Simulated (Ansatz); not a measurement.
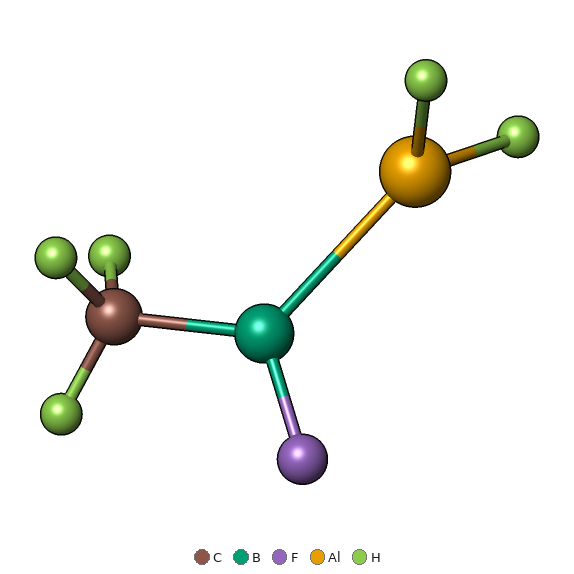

Harmonic vibrations computed with RKS PBE0-D4/def2-TZVP (Ansatz 0.2.0) at a stationary point of the same level.

**Is this a minimum or a saddle point?**

A minimum: no imaginary frequency, and the lowest mode lies at 37 cm⁻¹.

**How many vibrational modes are there, and where do they lie?**

21 modes: 37, 83, 147, 257, 307, 479, 488, 563, 779, 799, 831, 1061, 1245, 1319, 1436, 1448, 1893, 1897, 3022, 3090, 3124 cm⁻¹.
